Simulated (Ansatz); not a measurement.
# What ScAlSe3 (model cell, started as cubic perovskite with Al in the octahedra) distorts into

Which phase does ScAlSe3 (model cell, started as cubic perovskite with Al in the octahedra) fall into along its unstable mode, and how much energy does it gain?

Program: Ansatz 0.2.0. Level of theory: DFT PBE, scalar-relativistic, plane waves, PAW; PAW set soft_1. Results are calculated unless marked as measured.

The structure was built from a prototype and need not be the compound's stable phase.

## 1. The structure

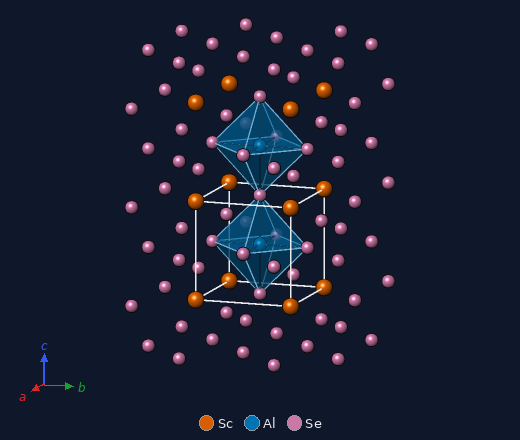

The starting structure, seen slightly off an axis (scandium orange, aluminium blue, selenium pink). 1×1×2 cells are drawn. Some periodic images of atoms are drawn too.

## 2. The dispersion

The cell comes from relaxations at this level that are not shown. Stability and thermal properties need the whole zone. Linear response on a 2×2×2 q mesh gives force constants as far as a supercell of that size would.

Input file input.yaml:

```yaml
crystal:
  lattice:
    - [4.8618479548, 0.0, 0.0]
    - [0.0, 4.8618479548, 0.0]
    - [0.0, 0.0, 4.8618479548]
  atoms:
    - { symbol: Sc, position: [0.0, 0.0, 0.0] }
    - { symbol: Al, position: [0.5, 0.5, 0.5] }
    - { symbol: Se, position: [0.5, 0.5, 0.0] }
    - { symbol: Se, position: [0.5, 0.0, 0.5] }
    - { symbol: Se, position: [0.0, 0.5, 0.5] }
kpoints:
  mp_grid: { grid: [8, 8, 8] }
hamiltonian:
  xc: pbe
  pseudopotentials: { kind: paw, azcp: { folder: soft_1 } }
scf:
  occupations: { method: methfessel_paxton, width: 0.2 }
output:
  eigenvalues: true
phonons:
  method: dfpt
  qmesh: [2, 2, 2]
  temperatures: { t_max: 1000, t_step: 50 }
  qpath:
    path:
      - [[0.0, 0.0, 0.0], [0.0, 0.5, 0.0], [0.5, 0.5, 0.0], [0.0, 0.0, 0.0], [0.5, 0.5, 0.5], [0.0, 0.5, 0.0]]
      - [[0.5, 0.5, 0.5], [0.5, 0.5, 0.0]]
    npoints: 10
```

On the command line:

```console
> ansatz run input.yaml --threads 4 --pin off --max-ram 16384MiB --backend cpu --events-out ev --progress --plain --runs-dir out
```

Numbers of over 12 decimals in the logs are rounded to 6 here.

The program printed:

```text
Engine: ansatz 0.2.0, aarch64-unknown-linux-gnu
Pseudopotentials: kind: paw
Pseudopotential: Sc, paw, valence charge 11, recommended cutoff 420 eV (normal), soft_1/Sc.paw.azcp
Pseudopotential: Al, paw, valence charge 3, recommended cutoff 420 eV (normal), soft_1/Al.paw.azcp
Pseudopotential: Se, paw, valence charge 16, recommended cutoff 420 eV (normal), soft_1/Se.paw.azcp
Functional definition: PBE
  parameter kappa = 0.804
  parameter beta = 0.066725
  exchange = pbe_x(kappa = kappa, mu = beta*pi^2/3)
  correlation = pbe_c(beta = beta)
Crystal: 5 atoms, lattice volume = 114.922 Å³
Basis set: ecut = 420 eV, 2301 PW (Γ), exchange–correlation on 72×72×72 points (8 copies of the dense FFT grid, shifted against one another)
Bands: 38, of which v1, the nominal top of the filled ones, is band 31 counted from 1 (30 counted from 0)
Symmetry: 48 space group operations
k-points: 35 of 512
Non-local potential: Sc, projectors of the file, l = 0: 3, l = 1: 2, l = 2: 3, l = 3: 1
Non-local potential: Al, projectors of the file, l = 0: 2, l = 1: 2, l = 2: 1
Non-local potential: Se, projectors of the file, l = 0: 2, l = 1: 2, l = 2: 3, l = 3: 1
PAW form: soft (Blöchl's): semilocal exchange-correlation on the pseudo side does not see the compensation charge
PAW one-centre angular grid: Sc, 590 points (default); XC on 64 Gauss nodes
PAW one-centre angular grid: Al, 110 points (default); XC on 64 Gauss nodes
PAW one-centre angular grid: Se, 590 points (default); XC on 64 Gauss nodes
Initial density: superposition of atomic densities (chi_scale 0.1, normalization cell, long waves kept (reshape's long-wave potential 0.01 eV rms))
Initial wavefunctions: pseudopotential atomic-orbital guess
Functional: x = pbe(κ = 0.804, μ = 0.219515), c = pbe(β = 0.066725)
SCF iter   1: F=—  HF=-19084.208997 eV  |F-HF|=—  |Δ(HF+E_count)|=         —  Δρ=1.04e-1  dr2=2.56e1  ethr=3.10e-3  ⟨swp⟩=5.8  Hψ=4987  notcnv=0
preconditioner: auto → Kerker (q_TF=auto, 2.462 Å⁻¹)  [metal: Δε(μ)=0.011 eV  Ē_g=6.182 eV  σ=0.200 eV  W_gap=0.05  n_scr=26 (ndim 8)  ℏωp=17.0 eV  f_vac=0.000  D(μ)=10.84/eV (n_scr^D=146)]
SCF iter   2: F=—  HF=-19083.290815 eV  |F-HF|=—  |Δ(HF+E_count)|=   9.18e-1  S|Δr|=    0.00e0  Δρ=4.88e-2  dr2=5.85e0  ethr=3.10e-3  ⟨swp⟩=2.0  Hψ=1805  notcnv=0  defer=3
SCF iter   3: F=—  HF=-19082.962266 eV  |F-HF|=—  |Δ(HF+E_count)|=   3.29e-1  S|Δr|=    0.00e0  Δρ=1.59e-2  dr2=6.79e-1  ethr=3.10e-3  ⟨swp⟩=2.0  Hψ=1493  notcnv=0  defer=3
SCF iter   4: F=—  HF=-19082.923977 eV  |F-HF|=—  |Δ(HF+E_count)|=   3.83e-2  S|Δr|=    0.00e0  Δρ=5.82e-3  dr2=9.09e-2  ethr=1.10e-3  ⟨swp⟩=1.9  Hψ=1509  notcnv=0  defer=2
SCF iter   5: F=—  HF=-19082.918512 eV  |F-HF|=—  |Δ(HF+E_count)|=   5.47e-3  S|Δr|=    0.00e0  Δρ=1.86e-3  dr2=9.40e-3  ethr=1.47e-4  ⟨swp⟩=1.0  Hψ=1351  notcnv=0  defer=2
SCF iter   6: F=—  HF=-19082.917954 eV  |F-HF|=—  |Δ(HF+E_count)|=   5.57e-4  S|Δr|=    0.00e0  Δρ=1.07e-3  dr2=3.39e-3  ethr=1.52e-5  ⟨swp⟩=2.0  Hψ=2363  notcnv=0  defer=2
SCF iter   7: F=—  HF=-19082.917624 eV  |F-HF|=—  |Δ(HF+E_count)|=   3.31e-4  S|Δr|=    0.00e0  Δρ=6.28e-4  dr2=1.14e-3  ethr=5.46e-6  ⟨swp⟩=1.0  Hψ=1326  notcnv=0  defer=2
SCF iter   8: F=—  HF=-19082.917504 eV  |F-HF|=—  |Δ(HF+E_count)|=   1.19e-4  S|Δr|=    0.00e0  Δρ=1.63e-4  dr2=7.46e-5  ethr=1.83e-6  ⟨swp⟩=1.0  Hψ=1326  notcnv=0  defer=2
SCF iter   9: F=—  HF=-19082.917498 eV  |F-HF|=—  |Δ(HF+E_count)|=   5.66e-6  S|Δr|=    0.00e0  Δρ=4.50e-5  dr2=4.60e-6  ethr=1.20e-7  ⟨swp⟩=1.1  Hψ=1333  notcnv=0  defer=2
SCF iter  10: F=—  HF=-19082.917499 eV  |F-HF|=—  |Δ(HF+E_count)|=   3.40e-7  S|Δr|=    0.00e0  Δρ=5.30e-6  dr2=3.24e-8  ethr=7.42e-9  ⟨swp⟩=1.1  Hψ=1334  notcnv=0  defer=2
SCF iter  11: F=—  HF=-19082.917499 eV  |F-HF|=—  |Δ(HF+E_count)|=   1.94e-8  S|Δr|=    0.00e0  Δρ=1.50e-6  dr2=5.95e-9  ethr=5.22e-11  ⟨swp⟩=2.0  Hψ=2434  notcnv=0  defer=2
SCF iter  12: F=—  HF=-19082.917499 eV  |F-HF|=—  |Δ(HF+E_count)|=  4.22e-10  S|Δr|=    0.00e0  Δρ=4.16e-7  dr2=4.20e-10  ethr=9.60e-12  ⟨swp⟩=2.0  Hψ=1602  notcnv=0  defer=2
SCF iter  13: F=—  HF=-19082.917499 eV  |F-HF|=—  |Δ(HF+E_count)|=  1.35e-10  S|Δr|=    0.00e0  Δρ=1.17e-7  dr2=4.02e-11  ethr=1.00e-12  ⟨swp⟩=2.0  Hψ=1597  notcnv=0  defer=2
SCF iter  14: F=-19082.917499 eV  HF=-19082.917499 eV  |F-HF|=0.00e0  |Δ(HF+E_count)|=    0.00e0  S|Δr|=    0.00e0  Δρ=2.90e-8  dr2=1.85e-12  ethr=1.00e-12  ⟨swp⟩=5.5  Hψ=5243  notcnv=0
SCF 1 converged in 14 iterations: F = -19082.917499 eV  dr2 = 1.85e-12
  greatest PAW one-centre occupation: 1.000 electrons in one spin orbital (limit 2), on the Se atom at site 2 (counted from 0), in its partial waves of l = 2
Initial density: read from a saved state, or passed on in memory by an earlier SCF of this step, an earlier step, the calling program or the single point that the run made first
iter 1 solved again at ethr=8.25e-8 eV; its pass at ethr=3.10e-3 eV (dr2=5.12e-5 eV) is discarded
SCF iter   1: F=—  HF=-19082.917499 eV  |F-HF|=—  |Δ(HF+E_count)|=         —  Δρ=2.59e-7  dr2=1.13e-10  ethr=8.25e-8  ⟨swp⟩=3.0  Hψ=8158  notcnv=0
eigensolver tolerance schedule: the retry pair's looser diagonalisation over-reported the residual by 453720.26 of it (diagonalisation noise at an unbounded share of the residual, at the tolerance the schedule requests for it); recorded, not acted on — ethr = c·dr2/N_el stays at c = 1.0e-1
preconditioner: auto → Resta (q_TF=auto, 2.462 Å⁻¹)  ε∞=7.1  [insulator: Δε(μ)=0.140 eV  Ē_g=6.857 eV  σ=0.200 eV  W_gap=0.55  n_scr=26 (ndim 8)  ℏωp=17.0 eV  f_vac=0.000  D(μ)=1.32/eV (n_scr^D=6)  ε∞_Penn≈7.1]
SCF iter   2: F=—  HF=-19082.917499 eV  |F-HF|=—  |Δ(HF+E_count)|=   1.08e-7  S|Δr|=    0.00e0  Δρ=1.63e-7  dr2=2.52e-11  ethr=1.00e-12  ⟨swp⟩=3.7  Hψ=3397  notcnv=0
SCF iter   3: F=—  HF=-19082.917499 eV  |F-HF|=—  |Δ(HF+E_count)|=  5.09e-11  S|Δr|=    0.00e0  Δρ=9.95e-8  dr2=8.69e-12  ethr=1.00e-12  ⟨swp⟩=4.5  Hψ=4184  notcnv=0
SCF iter   4: F=-19082.917499 eV  HF=-19082.917499 eV  |F-HF|=3.64e-12  |Δ(HF+E_count)|=  2.18e-11  S|Δr|=    0.00e0  Δρ=4.09e-8  dr2=2.14e-12  ethr=1.00e-12  ⟨swp⟩=3.0  Hψ=3403  notcnv=0
SCF 2 converged in 4 iterations: F = -19082.917499 eV  dr2 = 2.14e-12
  greatest PAW one-centre occupation: 1.000 electrons in one spin orbital (limit 2), on the Se atom at site 3 (counted from 0), in its partial waves of l = 2
phonons: the bands overlap, so this run is a metal and interpolates without the dipole-dipole term. If the crystal is really an insulator or semiconductor, its LO-TO splitting is missing
NSCF: frozen V_eff on 35 k-points
NSCF: frozen V_eff on 125 k-points
DFPT response loops at q = (0, 0, 0) (fractional): preconditioner auto → Kerker (q_TF=auto, 2.462 Å⁻¹) (partly filled bands, converged f_vac=0.000); β = 1.00, the filter's whole step (`scf.mixing.beta` (0.50) is not read by the response loops under this deck's `scf.mixing.preconditioner`; to damp them name `kerker` or `kerker_dos`, under which they read `scf.mixing.beta`, and type it under 1.00, their step now; both keys bind the ground state too); Broyden in place of MSR1
NSCF: frozen V_eff on 250 k-points
DFPT response loops at q = (0, 0, -0.5) (fractional): mixed as the last ones told, above
NSCF: frozen V_eff on 250 k-points
DFPT response loops at q = (0, -0.5, -0.5) (fractional): mixed as the last ones told, above
NSCF: frozen V_eff on 250 k-points
DFPT response loops at q = (-0.5, -0.5, -0.5) (fractional): mixed as the last ones told, above
SCF converged after 14 iterations
Stability not checked: this state was not tested for a lower state beside it, because cold or Methfessel-Paxton smearing, or corrected tetrahedra, fill the levels in a way that the test cannot read (fill_not_monotonic; see scf.lower_state_search)
Free energy (F): -19082.917499 eV
Harris-Foulkes:  -19082.917499 eV  (|F-HF|=0.00e0)
Internal energy: -19082.923068 eV  (E = F + TS)
E sigma→0 (E₀):  -19082.918891 eV
Entropy (-TS):   0.005570 eV (1.114 meV/atom)
Fermi energy:    8.373645 eV
--- Per-component energies (eV) ---
  E_band       = -1315.801093
  E_kinetic    = 561.970837
  E_local      = -8932.746814  (includes V_loc(G=0)·N_el)
  E_nonlocal   = -911.038951
  E_hartree    = 4556.588699
  E_xc         = -379.349025
  E_vxc        = -406.501722  (∫ρ·V_xc dr)
  E_paw        = -7849.946161  (= ΣΔE_a)
  E_vpaw       = -740.660884  (= ΣTr[D̂ρ^β])
  E_aug_tail   = -0.001027  (compensation charges beyond the density's cutoff)
  E_ewald      = -6128.400626
  E_smearing   = 0.005570  (= −TS)
  E_closure    = -0.000000  (closes the sum)
  Σ components = -19082.917499   (vs F -19082.917499, Δ=0.00e0)
--- Band table (eV; the first three rows and the last of 35) ---
  k-point 0: bands = [... 27 lower, 7.1569, 7.1569, 7.6031, 7.6031, 7.6031, 8.5239, 8.5239, 8.6647, ... 3 higher]
  k-point 1: bands = [... 27 lower, 6.9466, 6.9671, 7.4922, 7.4949, 7.4949, 8.5862, 8.6778, 8.8199, ... 3 higher]
  k-point 2: bands = [... 27 lower, 6.4948, 6.4948, 7.3064, 7.3064, 8.2623, 8.7102, 8.7439, 9.2757, ... 3 higher]
  k-point 34: bands = [... 27 lower, 7.0896, 8.8015, 8.8476, 8.8476, 8.8476, 8.9055, 8.9055, 8.9055, ... 3 higher]
--- Phonons (Γ-DFPT): 4 representative perturbations + reference (Σ response iterations 12) ---
  ASR residual: 2.177e-5 → 0.000e0 eV/Å²; symmetrization residual: 4.348e-6 eV/Å²
  ASR residual per site (eV/Å²): 5.68e-6 1.94e-5 2.18e-5 2.18e-5 2.18e-5
  Γ frequencies (cm⁻¹): -187.02 -187.02 -187.02 -119.57 -119.57 -119.57 0.00 0.00 0.00 58.78 58.78 58.78 335.25 335.25 335.25
--- Phonons (arbitrary-q DFPT): 4 irreducible q on the 2×2×2 mesh ---
  q = [0.0000, 0.0000, 0.0000] (star 1, of the zone-centre solve; hermiticity 6.64e-7, symmetrization 2.57e-12): -187.02 -187.02 -187.02 -119.57 -119.57 -119.57 0.00 0.00 0.00 58.78 58.78 58.78 335.25 335.25 335.25
  q = [0.0000, 0.0000, -0.5000] (star 3, 9 solved perturbations in 975 linear systems a pass and spin channel, the states on 125 of 512 k-point pairs; hermiticity 3.40e-7, symmetrization 3.71e-12): -169.07 -169.07 -112.68 -90.14 -90.14 -38.90 -28.93 11.16 11.16 82.14 82.14 217.60 311.66 333.96 333.96
  q = [0.0000, -0.5000, -0.5000] (star 3, 9 solved perturbations in 975 linear systems a pass and spin channel, the states on 125 of 512 k-point pairs; hermiticity 4.75e-7, symmetrization 1.02e-12): -175.13 -175.13 -153.29 -88.39 -82.49 -82.49 56.97 56.97 74.63 106.71 181.48 247.53 323.54 323.54 332.38
  q = [-0.5000, -0.5000, -0.5000] (star 1, 4 solved perturbations in 350 linear systems a pass and spin channel, the states on 125 of 512 k-point pairs; hermiticity 3.41e-7, symmetrization 4.30e-12): -183.22 -183.22 -183.22 -175.20 -175.20 -175.20 91.82 91.82 91.82 181.33 181.33 267.85 337.00 337.00 337.00
  sum rule: each row above includes the acoustic sum rule's correction from the zone centre's row sums; it moved no ω² by more than (0.44 cm⁻¹)²
  mesh force constants: q→R imaginary residual 8.00e-18; ASR residual 2.177e-5 → 0.000e0 eV/Å²; symmetrization residual 8.882e-15 eV/Å²
  interpolated dispersion: 62 rows × 15 modes
  density of states and harmonic sums: on the 14×14×14 q-mesh, interpolated from the force constants of a 2×2×2 supercell (no non-analytic term)
  largest difference from the sums on the solved wave vectors: F 2.37e-2 eV, S 7.19e-5 and C_V 4.80e-5 eV/K
  zero-point energy: 0.100734 eV/cell   skipped modes (ω ≤ 0): 744, of them read as no rigid motion or as one in doubt: 741 (6.191e0 modes/cell left out, lowest -187.02 cm⁻¹)   left out of the sums: 4.13e-1 of the cell's modes: C_V's classical limit lies that fraction below 3 k_B per atom; for a crystal, a wire or a layer, F and S can be off by more, and a phonons.interpolated_qmesh denser along its periods is the remedy for the sampling
```

Run time: 5 min. Hardware: 4 threads of Arm Neoverse V2, shared host; peak memory 1.7 GiB.

This step gave:

| Property | Result |
| --- | --- |
| volume per atom | 22.98 Å³ |
| gap on the k-mesh | 0 eV |
| sum-rule residual before enforcement | 2.18e-5 eV/Å² |
| lowest frequency on the path | -187.0 cm⁻¹ |
| point group | m-3m |
| highest frequency on the path or at a solved wavevector | 337 cm⁻¹ |
| highest optical mode at the zone centre (no LO-TO term) | 335.2 cm⁻¹ |
| lowest optical zone-centre mode | -187.0 cm⁻¹ |
| lowest mode on the q mesh (acoustic modes at Γ apart) | -187.0 cm⁻¹ |

Frequencies (cm⁻¹) solved at each irreducible wavevector; negative means imaginary. Frequencies by wavevector, by row:

| q in reciprocal lattice units | star | mode 1 | mode 2 | mode 3 | mode 4 | mode 13 | mode 14 | mode 15 |
| --- | --- | --- | --- | --- | --- | --- | --- | --- |
| 0 0 0 | 1 | -187 | -187 | -187 | -119.6 | 335.2 | 335.2 | 335.2 |
| 0 0 -0.5 | 3 | -169.1 | -169.1 | -112.7 | -90.1 | 311.7 | 334 | 334 |
| 0 -0.5 -0.5 | 3 | -175.1 | -175.1 | -153.3 | -88.4 | 323.5 | 323.5 | 332.4 |
| -0.5 -0.5 -0.5 | 1 | -183.2 | -183.2 | -183.2 | -175.2 | 337 | 337 | 337 |

Interpolated from a 2×2×2 q mesh. The phonon branches at the labelled points (cm⁻¹):

| point | branch 1 | branch 2 | branch 3 | branch 4 | branch 12 | branch 13 | branch 14 | branch 15 |
| --- | --- | --- | --- | --- | --- | --- | --- | --- |
| Γ | -187 | -187 | -187 | -120 | 59 | 335 | 335 | 335 |
| X | -169 | -169 | -113 | -90 | 218 | 312 | 334 | 334 |
| M | -175 | -175 | -153 | -88 | 248 | 324 | 324 | 332 |
| Γ | -187 | -187 | -187 | -120 | 59 | 335 | 335 | 335 |
| R | -183 | -183 | -183 | -175 | 268 | 337 | 337 | 337 |
| X | -169 | -169 | -113 | -90 | 218 | 312 | 334 | 334 |
| jump to R | -183 | -183 | -183 | -175 | 268 | 337 | 337 | 337 |
| M | -175 | -175 | -153 | -88 | 248 | 324 | 324 | 332 |

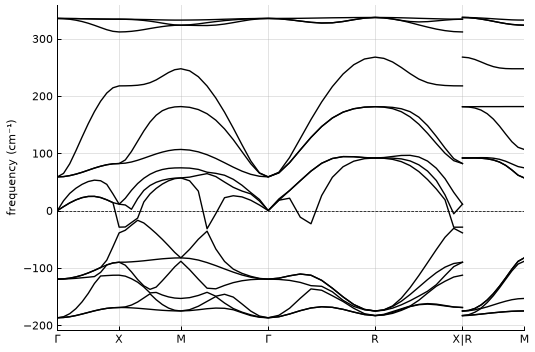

Phonon branches along the path.

Symmetry leaves 4 wavevectors to solve. The lowest mode among them, the acoustic zeros apart, lies at Γ and is imaginary, 187.0i cm⁻¹, so the energy falls along it.

## 3. The mode frozen in, largest atomic shift 0 Å

The mode followed lies at q = (-0.5, -0.5, -0.5) with frequency 183.2i cm⁻¹ and is 3-fold degenerate, one of the unstable modes though not the softest. At small amplitude the distorted cell has space group no. 74 by a symmetry search on the positions. The undistorted cell that holds it gives the zero of energy on the same k mesh.

System of this step: ScAlSe3 (model cell, started as cubic perovskite with Al in the octahedra). It takes space group Pm-3m (No. 221, cubic). The conventional cell has a = 4.862 Å, b = 4.862 Å, c = 4.862 Å, α = 90.00°, β = 90.00°, γ = 90.00°. Nearest to Sc lie 12 Se at 3.44 Å. Al has 6 Se at 2.43 Å nearest. Nearest to Se lie 2 Al at 2.43 Å and 4 Sc at 3.44 Å. Farther neighbours and most contacts between anions are not listed.

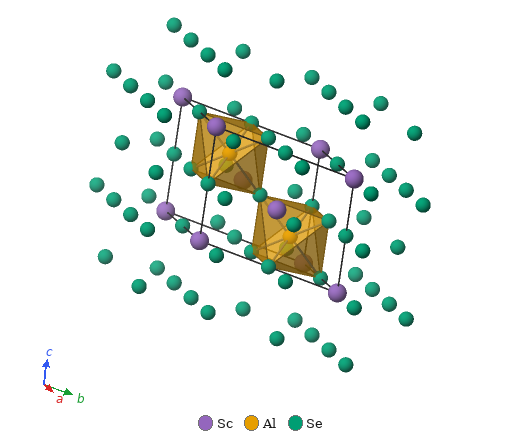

The cell of this step (scandium purple, aluminium orange, selenium teal). Some periodic images of atoms are drawn too.

input.yaml, the sections that differ from step 2:

```yaml
crystal:
  lattice:
    - [4.8618479548, 4.8618479548, 0.0]
    - [4.8618479548, 0.0, 4.8618479548]
    - [4.8618479548, 0.0, -4.8618479548]
  atoms:
    - { symbol: Sc, position: [0.0, 0.0, 0.0] }
    - { symbol: Sc, position: [0.0, 0.5, 0.5] }
    - { symbol: Al, position: [0.5, 0.25, 0.75] }
    - { symbol: Al, position: [0.5, 0.75, 0.25] }
    - { symbol: Se, position: [0.5, 0.0, 0.0] }
    - { symbol: Se, position: [0.5, 0.5, 0.5] }
    - { symbol: Se, position: [0.0, 0.5, 0.0] }
    - { symbol: Se, position: [0.0, 0.0, 0.5] }
    - { symbol: Se, position: [0.5, 0.0, 0.5] }
    - { symbol: Se, position: [0.5, 0.5, 0.0] }
output:
  forces: true
  stress: true
  eigenvalues: true
# kpoints, hamiltonian, scf: as in step 2
# phonons: removed
```

The program printed:

```text
[...]
Crystal: 10 atoms, lattice volume = 229.844 Å³
Basis set: ecut = 420 eV, 4573 PW (Γ), exchange–correlation on 96×96×96 points (8 copies of the dense FFT grid, shifted against one another)
Bands: 75, of which v1, the nominal top of the filled ones, is band 62 counted from 1 (61 counted from 0)
Symmetry: 96 space group operations
[...]
k-points: 29 of 512
[...]
k-point 0: bands = [... 58 lower, 7.6009, 7.6009, 8.5188, 8.5188, 8.6592, 8.6592, 8.6592, 8.7983, ... 9 higher]
  k-point 1: bands = [... 58 lower, 7.5734, 7.5734, 8.4017, 8.4017, 8.5932, 8.5932, 8.7065, 8.7551, ... 9 higher]
  k-point 2: bands = [... 58 lower, 7.5496, 7.8865, 8.0095, 8.0095, 8.5205, 8.6679, 8.6679, 8.8628, ... 9 higher]
  k-point 28: bands = [... 58 lower, 6.9377, 6.9377, 7.5370, 7.5370, 9.0497, 9.0497, 9.1705, 9.1705, ... 9 higher]
[key lines of the parts left out:]
SCF converged after 11 iterations
Free energy (F): -38165.844432 eV
Fermi energy:    8.360274 eV
P = ⅓ Tr σ = -0.0137 GPa (-0.137 kbar)
```

Wall time 9.1 s (4 threads); peak memory 0.95 GiB.

Numbers from this step:

- pressure: -0.01369 GPa
- energy from the undistorted cell: 0 meV/atom

The run ends at a pressure of -0.01 GPa.

## 4. The mode frozen in, largest atomic shift 0.6 Å

The atoms are moved along the unstable eigenvector, the largest shift by 0.6 Å, with the cell fixed.

input.yaml, the sections that differ from step 3:

```yaml
crystal:
  lattice:
    - [4.8618479548, 4.8618479548, 0.0]
    - [4.8618479548, 0.0, 4.8618479548]
    - [4.8618479548, 0.0, -4.8618479548]
  atoms:
    - { symbol: Sc, position: [0.0872639524, -0.0872639524, 0.0] }
    - { symbol: Sc, position: [-0.0872639524, 0.5872639524, 0.5] }
    - { symbol: Al, position: [0.5, 0.25, 0.75] }
    - { symbol: Al, position: [0.5, 0.75, 0.25] }
    - { symbol: Se, position: [0.5, -0.0108310457, -0.0108310457] }
    - { symbol: Se, position: [0.5, 0.5108310457, 0.5108310457] }
    - { symbol: Se, position: [0.0, 0.5108310457, 0.0108310457] }
    - { symbol: Se, position: [0.0, -0.0108310457, 0.4891689543] }
    - { symbol: Se, position: [0.5216620915, -0.0216620915, 0.5] }
    - { symbol: Se, position: [0.4783379085, 0.5216620915, 0.0] }
# kpoints, hamiltonian, scf, output: as in step 3
```

The program printed:

```text
[...]
Crystal: 10 atoms, lattice volume = 229.844 Å³
Basis set: ecut = 420 eV, 4573 PW (Γ), exchange–correlation on 96×96×96 points (8 copies of the dense FFT grid, shifted against one another)
Bands: 75, of which v1, the nominal top of the filled ones, is band 62 counted from 1 (61 counted from 0)
Symmetry: 8 space group operations
[...]
k-points: 95 of 512
[...]
k-point 0: bands = [... 58 lower, 7.5515, 7.5537, 7.6324, 8.0316, 8.5971, 8.7620, 8.9497, 8.9510, ... 9 higher]
  k-point 1: bands = [... 58 lower, 7.5077, 7.5350, 7.6500, 7.9942, 8.4864, 8.8228, 8.9365, 9.0058, ... 9 higher]
  k-point 2: bands = [... 58 lower, 7.4419, 7.6034, 7.8753, 8.1182, 8.1549, 8.8714, 9.1380, 9.1765, ... 9 higher]
  k-point 94: bands = [... 58 lower, 7.0126, 7.1521, 7.3571, 8.5281, 8.8827, 9.3338, 9.3366, 9.4971, ... 9 higher]
[key lines of the parts left out:]
SCF converged after 12 iterations
Free energy (F): -38167.397907 eV
Fermi energy:    8.286492 eV
P = ⅓ Tr σ = 2.6257 GPa (26.257 kbar)
```

Wall time 26 s (4 threads); peak memory 1.5 GiB.

This step gave:

| Item | Value |
| --- | --- |
| pressure | 2.626 GPa |
| energy from the undistorted cell | -155.3 meV/atom |

The energy, extrapolated to zero smearing, is -155.27 meV/atom against the undistorted cell.

The run ends at a pressure of 2.63 GPa, with forces up to 1.2 eV/Å.

(Continued in part 2 of 3.)

[Logs are printed without paths, hosts, clocks, repeated set-up lines and the standing remarks that a program may print on its own settings, such as how far it seeks lower states.]

[Hosts, paths, dates, database ids (printed as entryN), source tags and the programs' standing remarks are cut or masked in the printed files.]
